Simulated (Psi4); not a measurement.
# AlNH3O (SMILES [NH2][Al][OH]): UPBE/6-31G(d) (spherical functions, sweep point 5)

What is the vertical ionisation energy of AlNH3O at UPBE/6-31G* (spherical functions, sweep point 5)? 

The calculation is run with Psi4 1.11.

4 further runs of the same task are left out: 4 set aside as unsound or not needed.

## Step 1: Starting point

The species is AlNH3O (6 atoms), meant as a doublet with charge 0. As SMILES, `[NH2][Al][OH]`. Geometry: relaxed at PBE0-D4/def2-TZVP. This is one conformer, not always the lowest.

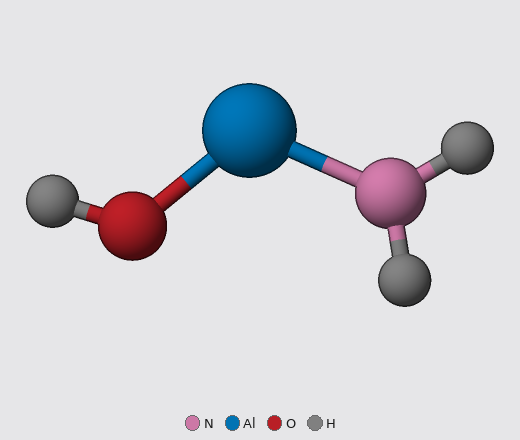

Viewed from a chosen angle; nitrogen pink, aluminium blue, oxygen red, hydrogen grey.

## Step 2: A single-point energy at UPBE/6-31G(d) (spherical functions, sweep point 5)

File alh3no.dat:

```
memory 1600 mb

molecule {
  0 2
  N     -1.74591797     0.45391222    -1.43770364
  Al     1.12476499     1.13629232     0.13360364
  O      2.25652197    -1.16879561     2.08096641
  H     -2.71043418    -1.17843321    -1.24192801
  H     -2.63560103     1.62818803    -2.63956945
  H      3.79022369    -0.99229519     3.01751468
  units au
  symmetry c1
}

set reference uks
set puream true
set scf_type pk
set dft_radial_points 75
set dft_spherical_points 302
set maxiter 150

energy_value = energy("pbe/6-31G*")
```

Started as:

```console
$ psi4 alh3no.dat alh3no.out -n 1
```

alh3no.out:

```text
[...]
  Running in c1 symmetry.
[...]
  Nuclear repulsion =   93.731213377113235
[...]
  Multiplicity = 2
[...]
  Nalpha       = 16
  Nbeta        = 15
[...]
    Number of basis functions: 52
[...]
   @UKS iter   1:  -373.32525439181262    3.59618e-02   2.29865e-02 ADIIS/DIIS
[...]
   @UKS iter  10:  -373.93416575869753   -6.10009e-09   4.78627e-07 DIIS
[...]
   @S^2 Observed:                7.522145704E-01
[...]
    Orbital Energies [Eh]
    ---------------------
    Alpha Occupied:
       1A    -55.368988     2A    -18.742876     3A    -13.960959
       4A     -3.919789     5A     -2.524806     6A     -2.523517
       7A     -2.519301     8A     -0.877049     9A     -0.743065
      10A     -0.442011    11A     -0.421407    12A     -0.356625
      13A     -0.288642    14A     -0.259330    15A     -0.204139
      16A     -0.162681
    Alpha Virtual:
      17A     -0.024262    18A      0.010074    19A      0.027732
      20A      0.099496    21A      0.127751    22A      0.142818
      23A      0.153125    24A      0.171240    25A      0.275305
[...]
  @UKS Final Energy:  -373.93416575869753
   => Energetics <=
    Nuclear Repulsion Energy =             93.7312133771132352
    One-Electron Energy =                -703.9668336803243847
    Two-Electron Energy =                 271.3655457087892273
    DFT Exchange-Correlation Energy =     -35.0640911642756450
    Empirical Dispersion Energy =           0.0000000000000000
    VV10 Nonlocal Energy =                  0.0000000000000000
    Total Energy =                       -373.9341657586975316
[...]
 Multipole Moments:
 ------------------------------------------------------------------------------------
     Multipole            Electronic (a.u.)      Nuclear  (a.u.)        Total (a.u.)
 ------------------------------------------------------------------------------------
 L = 1.  Multiply by 2.5417464519 to convert [e a0] to [Debye]
 Dipole X            :          1.9817422           -1.9880953           -0.0063530
 Dipole Y            :          1.3076863           -1.1262401            0.1814462
 Dipole Z            :          0.6531697           -0.7510462           -0.0978765
 Magnitude           :                                                    0.2062593
[...]
```

It took 3.6 s on 1 thread of AMD EPYC 9R45 (Zen 5), shared host; peak memory 0.39 GiB.

## Step 3: The singlet cation, same level

File input.in:

```
memory 1600 mb

molecule {
  1 1
  N     -1.74591797     0.45391222    -1.43770364
  Al     1.12476499     1.13629232     0.13360364
  O      2.25652197    -1.16879561     2.08096641
  H     -2.71043418    -1.17843321    -1.24192801
  H     -2.63560103     1.62818803    -2.63956945
  H      3.79022369    -0.99229519     3.01751468
  units bohr
  symmetry c1
}

set {
  reference            rks
  puream               true
  scf_type             pk
  dft_radial_points    75
  dft_spherical_points 302
}

energy_value = energy("pbe/6-31G*")
```

Started as:

```console
$ psi4 -n 1 input.in input.out
```

input.out:

```text
[...]
  Running in c1 symmetry.
[...]
  Nuclear repulsion =   93.731213377113235
[...]
  Multiplicity = 1
[...]
  Nalpha       = 15
  Nbeta        = 15
[...]
    Number of basis functions: 52
[...]
   @RKS iter   1:  -373.06966328481712    2.91553e-01   2.20416e-02 DIIS/ADIIS
[...]
   @RKS iter  10:  -373.65105185921203   -2.82324e-09   3.33390e-07 DIIS
[...]
    Orbital Energies [Eh]
    ---------------------
    Doubly Occupied:
       1A    -55.690573     2A    -19.001533     3A    -14.194469
       4A     -4.233841     5A     -2.839483     6A     -2.837416
       7A     -2.831274     8A     -1.123099     9A     -0.964677
      10A     -0.681940    11A     -0.638902    12A     -0.591517
      13A     -0.534411    14A     -0.499173    15A     -0.428672
[...]
  @RKS Final Energy:  -373.65105185921203
   => Energetics <=
    Nuclear Repulsion Energy =             93.7312133771132352
    One-Electron Energy =                -695.8408840257615111
    Two-Electron Energy =                 263.2218114190141023
    DFT Exchange-Correlation Energy =     -34.7631926295778584
    Empirical Dispersion Energy =           0.0000000000000000
    VV10 Nonlocal Energy =                  0.0000000000000000
    Total Energy =                       -373.6510518592120320
[...]
 Multipole Moments:
 ------------------------------------------------------------------------------------
     Multipole            Electronic (a.u.)      Nuclear  (a.u.)        Total (a.u.)
 ------------------------------------------------------------------------------------
 L = 1.  Multiply by 2.5417464519 to convert [e a0] to [Debye]
 Dipole X            :          2.6385986           -1.9880953            0.6505034
 Dipole Y            :          2.5382882           -1.1262401            1.4120482
 Dipole Z            :          0.4584601           -0.7510462           -0.2925861
 Magnitude           :                                                    1.5819739
[...]
```

It took 2.5 s on 1 thread of AMD EPYC 9R45 (Zen 5), shared host; peak memory 0.39 GiB.

## Step 4: Outcome

Level: UPBE/6-31G* (spherical functions, sweep point 5).

```
                                          quantity          value
                      doublet AlNH3O: total energy  -373.93417 Eh
                     doublet AlNH3O: dipole moment         0.52 D
doublet AlNH3O: HOMO energy (highest over α and β)       -4.43 eV
 doublet AlNH3O: LUMO energy (lowest over α and β)       -2.86 eV
                              doublet AlNH3O: ⟨S²⟩          0.752
                      singlet cation: total energy  -373.65105 Eh
                       singlet cation: HOMO energy      -11.66 eV
                       singlet cation: LUMO energy      -10.75 eV
                     singlet cation: HOMO–LUMO gap        0.92 eV
vertical ionisation energy (to the singlet cation)       7.704 eV
```

What this shows: Removing an electron at fixed nuclei costs 7.70 eV (743 kJ/mol). Only the singlet of the ionised species was computed; a triplet could lie lower.
